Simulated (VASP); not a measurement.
# Driving VASP from ASE on Al2Cu (Khatyrkite), part 2 of 4

Do ASE scripts that read Al2Cu (Khatyrkite) from different structure formats give one answer, and do several routes find one equilibrium volume? All runs use r2SCAN. Left out of this account: 1 further run (self-consistent run: a reference on another mesh). The start is a cell from a database of measured crystal structures.

VASP 6.6.1; r2SCAN; plane waves and PAW (Al, Cu).

So far. Step 2 (Total energy, forces and stress (r2SCAN, through ASE)): The pressure is -4.43 GPa and the largest force 0.093 eV/Å, so the cell is not at a minimum at these settings.

## (3) A single point (r2SCAN, through ASE)

System of this step: Al2Cu (Khatyrkite). The structure is tetragonal, space group I4/mcm (No. 140). The conventional cell has a = 6.067 Å, b = 6.067 Å, c = 4.877 Å, α = 90.00°, β = 90.00°, γ = 90.00°. Nearest to Al lie 4 Cu at 2.59 Å and 1 Al at 2.71 Å. Cu has 2 Cu at 2.44 Å and 8 Al at 2.59 Å nearest. Farther neighbours are not listed.

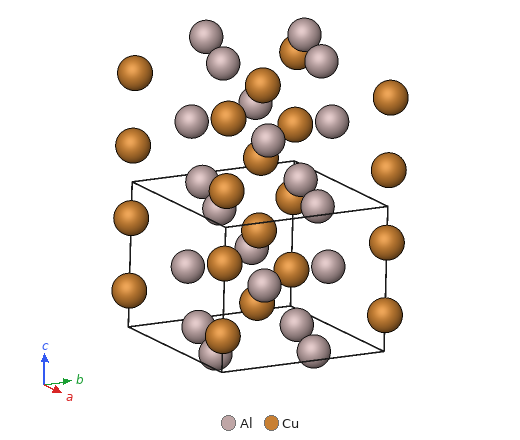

The cell of this step (aluminium light grey, copper orange). 1×1×2 cells are drawn. Some periodic images of atoms are drawn too.

The single point through ASE, with the structure read from a CIF with its space group. The file expands to the conventional cell of 12 atoms, on a 3×3×4 mesh.

run.py

```python
import numpy as np
from ase.calculators.vasp import Vasp
from ase.io import read
from ase.dft.bandgap import bandgap

atoms = read('Al2Cu.cif')

calc = Vasp(
    xc='r2scan',
    pp='PBE',
    prec='Accurate',
    encut=400,
    ediff=1e-06,
    nelm=100,
    ismear=-1,
    sigma=0.05,
    lreal=False,
    algo='Normal',
    lasph=True,
    nbands=46,
    lorbit=11,
    lwave=False,
    lcharg=False,
    kpar=4,
    isif=2,
    pp_version='64',
    setups={'Al': '', 'Cu': ''},
    kpts=(3, 3, 4),
    gamma=True,
    txt='vasp.out',
)
atoms.calc = calc

print("energy (eV):", round(atoms.get_potential_energy(), 6))
print("Fermi level (eV):", round(calc.get_fermi_level(), 4))
print("forces (eV/A):")
print(np.round(atoms.get_forces(), 4))
print("stress (GPa, Voigt, tension positive):", np.round(atoms.get_stress() * 160.21766, 3))
gap, p1, p2 = bandgap(calc, direct=False)
print("gap on the mesh (eV):", round(gap, 4))
```

Al2Cu.cif

```cif
data_Al2Cu
_cell_length_a 6.06700000
_cell_length_b 6.06700000
_cell_length_c 4.87700000
_cell_angle_alpha 90.00000000
_cell_angle_beta 90.00000000
_cell_angle_gamma 90.00000000
_space_group_name_H-M_alt 'I4/mcm'
_space_group_name_Hall '-I 4 2c'
_space_group_IT_number 140
loop_
_space_group_symop_operation_xyz
'x,y,z'
'-x,-y,-z'
'-y,x,z'
'y,-x,-z'
'-x,-y,z'
'x,y,-z'
'y,-x,z'
'-y,x,-z'
'x,-y,-z+1/2'
'-x,y,z+1/2'
'-y,-x,-z+1/2'
'y,x,z+1/2'
'-x,y,-z+1/2'
'x,-y,z+1/2'
'y,x,-z+1/2'
'-y,-x,z+1/2'
'x+1/2,y+1/2,z+1/2'
'-x+1/2,-y+1/2,-z+1/2'
'-y+1/2,x+1/2,z+1/2'
'y+1/2,-x+1/2,-z+1/2'
'-x+1/2,-y+1/2,z+1/2'
'x+1/2,y+1/2,-z+1/2'
'y+1/2,-x+1/2,z+1/2'
'-y+1/2,x+1/2,-z+1/2'
'x+1/2,-y+1/2,-z'
'-x+1/2,y+1/2,z'
'-y+1/2,-x+1/2,-z'
'y+1/2,x+1/2,z'
'-x+1/2,y+1/2,-z'
'x+1/2,-y+1/2,z'
'y+1/2,x+1/2,-z'
'-y+1/2,-x+1/2,z'
loop_
_atom_site_label
_atom_site_type_symbol
_atom_site_symmetry_multiplicity
_atom_site_Wyckoff_symbol
_atom_site_fract_x
_atom_site_fract_y
_atom_site_fract_z
_atom_site_occupancy
Al1 Al 8 h 0.6581000000 0.1581000000 0.0000000000 1
Cu1 Cu 4 a 0.0000000000 0.0000000000 0.7500000000 1
```

PAW data sets: Al and Cu (PBE family, release 64).

Started as:

```sh
$ export ASE_VASP_COMMAND="mpirun -np 4 vasp_std"
$ python run.py
```

The program printed:

```text
energy (eV): -98.906069
Fermi level (eV): 7.983
forces (eV/A):
[[ 0.0788  0.0788 -0.    ]
 [-0.0788 -0.0788  0.    ]
 [-0.0788  0.0788 -0.    ]
 [ 0.0788 -0.0788  0.    ]
 [ 0.0788 -0.0788 -0.    ]
 [-0.0788  0.0788 -0.    ]
 [-0.0788 -0.0788 -0.    ]
 [ 0.0788  0.0788 -0.    ]
 [ 0.     -0.      0.    ]
 [ 0.     -0.      0.    ]
 [ 0.     -0.      0.    ]
 [ 0.     -0.      0.    ]]
stress (GPa, Voigt, tension positive): [ 3.793  3.793  5.075 -0.    -0.    -0.   ]
gap on the mesh (eV): 0.0
```

The job ended after 31 s (4 MPI ranks of Intel Xeon 6975P-C (Granite Rapids), shared host; peak memory 0.93 GiB).

ASE turned this into the INCAR:

```
ENCUT = 400.000000
SIGMA = 0.050000
EDIFF = 1.00e-06
ALGO = Normal
METAGGA = R2SCAN
PREC = Accurate
ISIF = 2
ISMEAR = -1
KPAR = 4
LORBIT = 11
NBANDS = 46
NELM = 100
LASPH = .TRUE.
LCHARG = .FALSE.
LWAVE = .FALSE.
LREAL = .FALSE.
```

ASE turned this into the KPOINTS:

```
KPOINTS created by Atomic Simulation Environment
0
Gamma
3 3 4
0 0 0
```

VASP's own log, vasp.out:

```text
[banner, memory and clock lines left out]
running    4 mpi-ranks, on    1 nodes
 distrk:  each k-point on    1 cores,    4 groups
 distr:  one band on    1 cores,    1 groups

 POSCAR found type information on POSCAR AlCu
 POSCAR found :  2 types and      12 ions
 [... a notice as in an earlier step ...]

 LDA part: xc-table for (None), standard interpolation
 POSCAR, INCAR and KPOINTS ok, starting setup
 FFT: planning ... GRIDC
 FFT: planning ... GRID_SOFT
 FFT: planning ... GRID
 WAVECAR not read
 entering main loop
       N       E                     dE             d eps       ncg     rms          rms(c)
DAV:   1     0.370688902523E+03    0.37069E+03   -0.23105E+04   828   0.141E+03
DAV:   2    -0.769697457005E+02   -0.44766E+03   -0.42935E+03   828   0.327E+02
DAV:   3    -0.113380068231E+03   -0.36410E+02   -0.33991E+02   990   0.126E+02
DAV:   4    -0.114852858553E+03   -0.14728E+01   -0.14610E+01  1328   0.268E+01
DAV:   5    -0.114868242167E+03   -0.15384E-01   -0.15377E-01  1296   0.338E+00    0.284E+01
DAV:   6    -0.114463758169E+03    0.40448E+00   -0.22844E+02  1024   0.281E+02    0.240E+01
DAV:   7    -0.994815659915E+02    0.14982E+02   -0.49118E+01  1092   0.117E+02    0.606E+00
DAV:   8    -0.989972685686E+02    0.48430E+00   -0.89056E+00  1304   0.465E+01    0.318E+00
DAV:   9    -0.989407730202E+02    0.56496E-01   -0.64175E-01  1312   0.116E+01    0.199E+00
DAV:  10    -0.990128120985E+02   -0.72039E-01   -0.14711E-01  1232   0.781E+00    0.210E+00
DAV:  11    -0.989318260394E+02    0.80986E-01   -0.29730E-01  1200   0.116E+01    0.447E-01
DAV:  12    -0.989333521178E+02   -0.15261E-02   -0.18658E-02  1056   0.970E-01    0.213E-01
DAV:  13    -0.989333776992E+02   -0.25581E-04   -0.60455E-04  1314   0.262E-01    0.112E-01
DAV:  14    -0.989333653448E+02    0.12354E-04   -0.46013E-04  1204   0.413E-01    0.366E-02
DAV:  15    -0.989333856806E+02   -0.20336E-04   -0.57512E-05  1308   0.117E-01    0.526E-03
DAV:  16    -0.989333873360E+02   -0.16553E-05   -0.33003E-06   826   0.140E-02    0.363E-03
DAV:  17    -0.989333882002E+02   -0.86425E-06   -0.18889E-07   546   0.682E-03
   1 F= -.98933388E+02 E0= -.98906069E+02  d E =-.546377E-01
```

Parts of OUTCAR (step 3):

```text
  LATTYP: Found a simple tetragonal cell.
 ALAT       =     6.0670000000
 C/A-ratio  =     0.8038569309

 Found      9 irreducible k-points:

   k-points           NKPTS =      9   k-points in BZ     NKDIM =      9   number of bands    NBANDS=     46

   dimension x,y,z NGX =    40 NGY =   40 NGZ =   32
   dimension x,y,z NGXF=    80 NGYF=   80 NGZF=   64

   ENCUT  =  400.0 eV  29.40 Ry    5.42 a.u.   9.89  9.89  7.95*2*pi/ulx,y,z

   NELECT =      68.0000    total number of electrons

 E-fermi :   7.9830

 k-point     1 :       0.0000    0.0000    0.0000
  band No.  band energies     occupation
    ...
     32       6.5721      2.00000
     33       6.5721      2.00000
     34       6.9395      2.00000
     35       7.7254      1.98851
     36       7.8206      1.92530
     37       9.4914      0.00000
     38       9.4914      0.00000
     39       9.6464      0.00000
     40      10.5855      0.00000
     41      10.9518      0.00000
    ...

 k-point     2 :       0.3333    0.0000    0.0000
  band No.  band energies     occupation
    ...
     30       5.8351      2.00000
     31       5.8360      2.00000
     32       7.1769      2.00000
     33       7.4667      1.99993
     34       7.6580      1.99700
     35       8.7644      0.00000
     36       8.9862      0.00000
     37       9.1371      0.00000
     38       9.2015      0.00000
     39       9.5216      0.00000
    ...

  Total       -4.2495513     -4.2495513     -5.6860276      0.0000000      0.0000000      0.0000000
  in kB      -37.9273864    -37.9273864    -50.7479847      0.0000000      0.0000000      0.0000000
  external PRESSURE =     -42.2009192 kB  Pullay stress =       0.0000000 kB

  energy-cutoff  :      400.00
  volume of cell :      179.52
      direct lattice vectors                 reciprocal lattice vectors
     6.067000000  0.000000000  0.000000000     0.164826108  0.000000000  0.000000000
     0.000000000  6.067000000  0.000000000     0.000000000  0.164826108  0.000000000
     0.000000000  0.000000000  4.877000000     0.000000000  0.000000000  0.205044084

 POSITION                                       TOTAL-FORCE (eV/Angst)
 -----------------------------------------------------------------------------------
      3.99269      0.95919      0.00000         0.078806      0.078806     -0.000000
      2.07431      5.10781      0.00000        -0.078806     -0.078806      0.000000
      5.10781      3.99269      0.00000        -0.078806      0.078806     -0.000000
      0.95919      2.07431      0.00000         0.078806     -0.078806      0.000000
      3.99269      5.10781      2.43850         0.078806     -0.078806     -0.000000
      2.07431      0.95919      2.43850        -0.078806      0.078806     -0.000000
      5.10781      2.07431      2.43850        -0.078806     -0.078806     -0.000000
      0.95919      3.99269      2.43850         0.078806      0.078806     -0.000000
      0.00000      0.00000      3.65775         0.000000     -0.000000      0.000000
      0.00000      0.00000      1.21925         0.000000     -0.000000      0.000000
      3.03350      3.03350      1.21925         0.000000     -0.000000      0.000000
      3.03350      3.03350      3.65775         0.000000     -0.000000      0.000000
 -----------------------------------------------------------------------------------
    total drift:                               -0.000000      0.000000     -0.000000

  FREE ENERGIE OF THE ION-ELECTRON SYSTEM (eV)
  ---------------------------------------------------
  free  energy   TOTEN  =       -98.9333882002 eV

  energy  without entropy=      -98.8787505264  energy(sigma->0) =      -98.90606936

 total charge
# of ion       s       p       d       tot
------------------------------------------
    1        0.412   0.348   0.000   0.760
    2        0.412   0.348   0.000   0.760
    3        0.412   0.348   0.000   0.760
    4        0.412   0.348   0.000   0.760
    5        0.412   0.348   0.000   0.760
    6        0.412   0.348   0.000   0.760
    7        0.412   0.348   0.000   0.760
    8        0.412   0.348   0.000   0.760
    9        0.501   0.552   9.128  10.180
   10        0.501   0.552   9.128  10.180
   11        0.501   0.552   9.128  10.180
   12        0.501   0.552   9.128  10.180
--------------------------------------------------
tot          5.300   4.992  36.510  46.802

[... 2 parts as in an earlier step ...]

[... 7 further parts left out ...]
```

The k-mesh is coarse for a metal. At this level the cell is under a tension of 4.2 GPa, so at these settings it is away from equilibrium.

Numbers from this step:

```yaml
electrons: 68
bands: 46
irreducible_k_points: 9
free_energy_toten: -98.9334 eV
energy_at_zero_smearing: -98.9061 eV
fermi_energy: 7.983 eV
pressure: -4.220 GPa
```

Force by atom:

```
atom  x (eV/Å)  y (eV/Å)  z (eV/Å)   size
 Al1     0.079     0.079     0.000  0.111
 Al2    -0.079    -0.079     0.000  0.111
 Al3    -0.079     0.079     0.000  0.111
 Al4     0.079    -0.079     0.000  0.111
 Al5     0.079    -0.079     0.000  0.111
 Al6    -0.079     0.079     0.000  0.111
 Al7    -0.079    -0.079     0.000  0.111
 Al8     0.079     0.079     0.000  0.111
 Cu9     0.000     0.000     0.000  0.000
Cu10     0.000     0.000     0.000  0.000
Cu11     0.000     0.000     0.000  0.000
Cu12     0.000     0.000     0.000  0.000
```

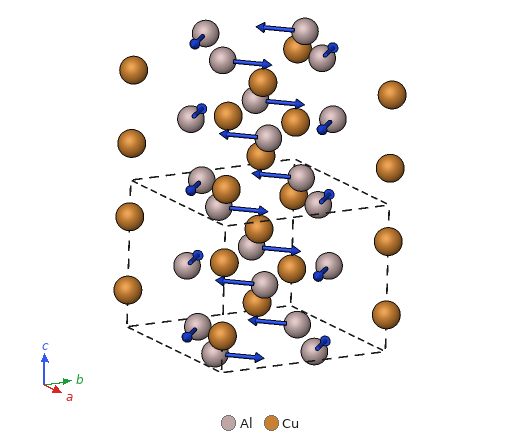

Force as arrows, the longest 0.111 eV/Å. 1×1×2 cells are drawn. Some periodic images of atoms are drawn too.

The energy lies +3.34 meV an atom from the first script, since this cell and mesh sample the zone at other points.

(Part 2 of 4 ends here.)

[Lines on the potential files, build, host, timing and source positions are cut from VASP's logs without a mark.]

[Logs are printed without paths, hosts, clocks, repeated set-up lines and the standing remarks that a program may print on its own settings, such as how far it seeks lower states.]

[Hosts, paths, dates, database ids (printed as entryN), source tags and the programs' standing remarks are cut or masked in the printed files.]

[A measured line is paired with the nearest computed mode of its activity, which favours agreement.]
